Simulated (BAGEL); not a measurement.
**singlet C2H2N+: levels of theory compared**

We compute a comparison of 5 runs (HF/STO-3G, B3LYP/6-31G*, B3LYP/cc-pVTZ, PBE0/cc-pVTZ, RI-MP2/cc-pVTZ) of singlet C2H2N+. 

The calculation is run with BAGEL 1.2.2.

## Step 1: Starting point

The species is C2H2N+ (5 atoms), meant as a singlet with charge +1. As SMILES of the parent species, `[CH2]C#N`. The shape is that of a PBE0-D4/def2-TZVP optimisation. That shape belongs to the parent species and isn't relaxed for this state.

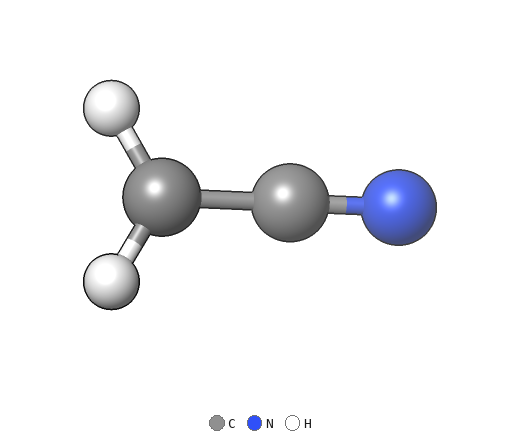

Viewed from a chosen angle; carbon grey, nitrogen blue, hydrogen white.

## Step 2: The energy at HF/STO-3G (density fitting with qzvpp-jkfit) (run 1)

The input, job.json:

```json
{ "bagel": [

{
  "title": "molecule",
  "basis": "sto-3g",
  "df_basis": "qzvpp-jkfit",
  "angstrom": true,
  "geometry": [
    { "atom": "C", "xyz": [   -0.303900,    0.342000,   -0.317400 ] },
    { "atom": "C", "xyz": [    0.458100,   -0.524000,    0.433100 ] },
    { "atom": "N", "xyz": [    1.103000,   -1.256900,    1.068300 ] },
    { "atom": "H", "xyz": [   -1.157100,   -0.027100,   -0.869600 ] },
    { "atom": "H", "xyz": [   -0.050200,    1.392300,   -0.355600 ] }
  ]
},
{
  "title": "hf",
  "charge": 1
},
{
  "title": "print",
  "file": "orbitals.molden",
  "orbitals": true
}

]}
```

Launch:

```console
$ BAGEL_NUM_THREADS=1 BAGEL job.json > job.out
```

Log:

```text
* using 1 threads per process

  ===============================================================
  ===============================================================

  *** Geometry ***

  { "atom" : "C", "xyz" : [     -0.574288,      0.646286,     -0.599799 ] },
  { "atom" : "C", "xyz" : [      0.865684,     -0.990216,      0.818440 ] },
  { "atom" : "N", "xyz" : [      2.084368,     -2.375197,      2.018794 ] },
  { "atom" : "H", "xyz" : [     -2.186602,     -0.051212,     -1.643306 ] },
  { "atom" : "H", "xyz" : [     -0.094864,      2.631066,     -0.671987 ] },

  Number of auxiliary basis functions:      263

  Since a DF basis is specified, we compute 2- and 3-index integrals:
    o Being stored without compression. Storage requirement is 0.001 GB

  Number of basis functions:       17
  Number of electrons      :       21

    * METHOD: MOLECULE                             0.04

  *** RHF ***

  === Nuclear Repulsion ===
    53.1046770533

      * DIIS with orbital gradients will be used.

  === RHF iteration (sto-3g) ===
      0       -129.12347981          0.05467343           0.00
      1       -129.18084030          0.04633763           0.00
      2       -129.31713274          0.00442569           0.00
[... 11 lines of this table left out ...]
     14       -129.32045674          0.00000001           0.00
    * SCF iteration converged.

    * Permanent dipole moment:
           (    1.076427,    -1.223267,     1.060185) a.u.

    * METHOD: HF                                   0.06

    * METHOD: PRINT                                0.00

  ===============================================================
```

Run time: 0.24 s. Hardware: 1 thread of Arm Neoverse V1, shared host.

## Step 3: A single-point energy at B3LYP/6-31G(d) (density fitting with qzvpp-jkfit, spherical functions) (run 2)

The input, input.json:

```json
{ "bagel": [

{
  "title": "molecule",
  "basis": "6-31gs.json",
  "df_basis": "qzvpp-jkfit",
  "angstrom": true,
  "geometry": [
    { "atom": "C", "xyz": [   -0.303900,    0.342000,   -0.317400 ] },
    { "atom": "C", "xyz": [    0.458100,   -0.524000,    0.433100 ] },
    { "atom": "N", "xyz": [    1.103000,   -1.256900,    1.068300 ] },
    { "atom": "H", "xyz": [   -1.157100,   -0.027100,   -0.869600 ] },
    { "atom": "H", "xyz": [   -0.050200,    1.392300,   -0.355600 ] }
  ]
},
{ "title": "ks", "xc_func": "b3lyp", "charge": 1 },
{ "title": "print", "file": "orbitals.molden", "orbitals": true }

]}
```

The basis set 6-31G* is read from a file made from the Basis Set Exchange's data (not shown).

Launch:

```console
$ BAGEL_NUM_THREADS=1 BAGEL input.json > input.out
```

Log:

```text
* using 1 threads per process

  ===============================================================
  ===============================================================

  *** Geometry ***

  { "atom" : "C", "xyz" : [     -0.574288,      0.646286,     -0.599799 ] },
  { "atom" : "C", "xyz" : [      0.865684,     -0.990216,      0.818440 ] },
  { "atom" : "N", "xyz" : [      2.084368,     -2.375197,      2.018794 ] },
  { "atom" : "H", "xyz" : [     -2.186602,     -0.051212,     -1.643306 ] },
  { "atom" : "H", "xyz" : [     -0.094864,      2.631066,     -0.671987 ] },

  Number of auxiliary basis functions:      263

  Since a DF basis is specified, we compute 2- and 3-index integrals:
    o Being stored without compression. Storage requirement is 0.004 GB

  Number of basis functions:       46
  Number of electrons      :       21

    * METHOD: MOLECULE                             0.05

  *** Kohn-Sham DFT ***

    * Removing 7208 points whose weight is below 1.00e-10
    * Grid points: 67322

  === Nuclear Repulsion ===
    53.1046770533

       - DIIS with orbital gradients will be used.

  === KS iteration (b3lyp / 6-31gs.json) ===
      0       -112.12253659          0.19872748           0.10
      1       -102.48582482          0.20246947           0.08
      2       -107.71356357          0.23019581           0.07
[... 16 lines of this table left out ...]
     19       -131.71863269          0.00000000           0.07
    * SCF iteration converged.

    * Permanent dipole moment:
           (    1.050481,    -1.193803,     1.034640) a.u.

    * METHOD: KS                                   1.68

    * METHOD: PRINT                                0.01

  ===============================================================
```

Run time: 1.9 s. Hardware: 1 thread of Arm Neoverse V1, shared host; peak memory 0.17 GiB.

## Step 4: A single-point energy at B3LYP/cc-pVTZ (density fitting with qzvpp-jkfit) (run 3)

The input, input.json:

```json
{ "bagel" : [

{
  "title" : "molecule",
  "basis" : "cc-pvtz.json",
  "df_basis" : "qzvpp-jkfit",
  "angstrom" : "true",
  "geometry" : [
    { "atom" : "C", "xyz" : [   -0.303900,    0.342000,   -0.317400 ] },
    { "atom" : "C", "xyz" : [    0.458100,   -0.524000,    0.433100 ] },
    { "atom" : "N", "xyz" : [    1.103000,   -1.256900,    1.068300 ] },
    { "atom" : "H", "xyz" : [   -1.157100,   -0.027100,   -0.869600 ] },
    { "atom" : "H", "xyz" : [   -0.050200,    1.392300,   -0.355600 ] }
  ]
},
{
  "title" : "ks",
  "xc_func" : "b3lyp",
  "charge" : 1
},
{
  "title" : "print",
  "file" : "orbitals.molden",
  "orbitals" : "true"
}

]}
```

The basis set cc-pVTZ is read from a file made from the Basis Set Exchange's data (not shown).

Launch:

```console
$ BAGEL_NUM_THREADS=1 BAGEL input.json > input.out
```

Log:

```text
* using 1 threads per process

  ===============================================================
  ===============================================================

  *** Geometry ***

  { "atom" : "C", "xyz" : [     -0.574288,      0.646286,     -0.599799 ] },
  { "atom" : "C", "xyz" : [      0.865684,     -0.990216,      0.818440 ] },
  { "atom" : "N", "xyz" : [      2.084368,     -2.375197,      2.018794 ] },
  { "atom" : "H", "xyz" : [     -2.186602,     -0.051212,     -1.643306 ] },
  { "atom" : "H", "xyz" : [     -0.094864,      2.631066,     -0.671987 ] },

  Number of auxiliary basis functions:      263

  Since a DF basis is specified, we compute 2- and 3-index integrals:
    o Being stored without compression. Storage requirement is 0.029 GB

  Number of basis functions:      118
  Number of electrons      :       21

    * METHOD: MOLECULE                             0.11

  *** Kohn-Sham DFT ***

    * Removing 7208 points whose weight is below 1.00e-10
    * Grid points: 67322

  === Nuclear Repulsion ===
    53.1046770533

       - DIIS with orbital gradients will be used.

  === KS iteration (b3lyp / cc-pvtz.json) ===
      0       -101.69626746          0.13738055           0.23
      1       -101.43678651          0.14667759           0.24
      2       -104.35746078          0.15818978           0.23
[... 14 lines of this table left out ...]
     17       -131.76743287          0.00000001           0.23
    * SCF iteration converged.

    * Permanent dipole moment:
           (    1.061883,    -1.206759,     1.045870) a.u.

    * METHOD: KS                                   4.48

    * METHOD: PRINT                                0.03

  ===============================================================
```

It took 4.8 s on 1 thread of Arm Neoverse V1, shared host; peak memory 0.37 GiB.

Run 4 isn't shown in full; the table further down has it.

## Step 5: The energy at RI-MP2/cc-pVTZ (density fitting with qzvpp-jkfit) (run 5)

The input, calc.json:

```json
{ "bagel" : [

{
  "title" : "molecule",
  "basis" : "cc-pvtz.json",
  "df_basis" : "qzvpp-jkfit",
  "angstrom" : true,
  "geometry" : [
    { "atom" : "C", "xyz" : [   -0.303900,    0.342000,   -0.317400 ] },
    { "atom" : "C", "xyz" : [    0.458100,   -0.524000,    0.433100 ] },
    { "atom" : "N", "xyz" : [    1.103000,   -1.256900,    1.068300 ] },
    { "atom" : "H", "xyz" : [   -1.157100,   -0.027100,   -0.869600 ] },
    { "atom" : "H", "xyz" : [   -0.050200,    1.392300,   -0.355600 ] }
  ]
},
{
  "title" : "hf",
  "charge" : 1
},
{
  "title" : "mp2",
  "charge" : 1,
  "ncore" : 3
}

]}
```

The basis set cc-pVTZ is read from a file made from the Basis Set Exchange's data (not shown).

Launch:

```console
$ BAGEL_NUM_THREADS=1 BAGEL calc.json > calc.out
```

Log:

```text
* using 1 threads per process

  ===============================================================
  ===============================================================

  *** Geometry ***

[... 29 lines left out ...]
    * SCF iteration converged.
[... 1 line left out ...]
    * Permanent dipole moment:
[... 2 lines left out ...]
    * METHOD: HF                                   0.54

  *** RHF ***

  === Nuclear Repulsion ===
    53.1046770533

      * DIIS with orbital gradients will be used.

  === RHF iteration (cc-pvtz.json) ===
      0       -130.98580210          0.00000000           0.02
    * SCF iteration converged.

    * Permanent dipole moment:
           (    1.203873,    -1.368123,     1.185716) a.u.

  === DF-MP2 calculation ===

    * freezing 3 orbitals
    * 3-index integral transformation done
    * assembly done

      MP2 correlation energy:   -0.4613463209      0.02

      MP2 total energy:       -131.4471484244

    * METHOD: MP2                                  0.08

  ===============================================================
```

It took 0.87 s on 1 thread of Arm Neoverse V1, shared host.

## Step 6: Overview of the runs

```
run                                                                 level  frozen core orbitals  energy (Eh)  HOMO energy (eV)  LUMO energy (eV)  HOMO–LUMO gap (eV)  wall time
  1                          HF/STO-3G (density fitting with qzvpp-jkfit)                     –  -129.320457            -20.44             -7.26               13.18     0.24 s
  2  B3LYP/6-31G* (density fitting with qzvpp-jkfit, spherical functions)                     –  -131.718633            -17.36            -13.05                4.31      1.9 s
  3                      B3LYP/cc-pVTZ (density fitting with qzvpp-jkfit)                     –  -131.767433            -17.42            -13.13                4.29      4.8 s
  4                       PBE0/cc-pVTZ (density fitting with qzvpp-jkfit)                     –  -131.597668            -17.67            -12.93                4.74      4.8 s
  5                     RI-MP2/cc-pVTZ (density fitting with qzvpp-jkfit)                     3  -131.447148                 –                 –                   –     0.87 s
```

## Step 7: What came out

```
                                          quantity          value
                               run 5: total energy  -131.44715 Eh
run 5: correlation energy (3 core orbitals frozen)     -461.3 mEh
```

What this shows: Over runs 1, 2, 3, 4 the HOMO–LUMO gap runs from 4.29 eV (B3LYP/cc-pVTZ) to 13.18 eV (HF/STO-3G). The two ends differ in method and basis. Totals of different functionals can't be ranked against each other. In run 1 the basis is minimal, so the values are rough. All runs together took 13 s, the longest 4.8 s.
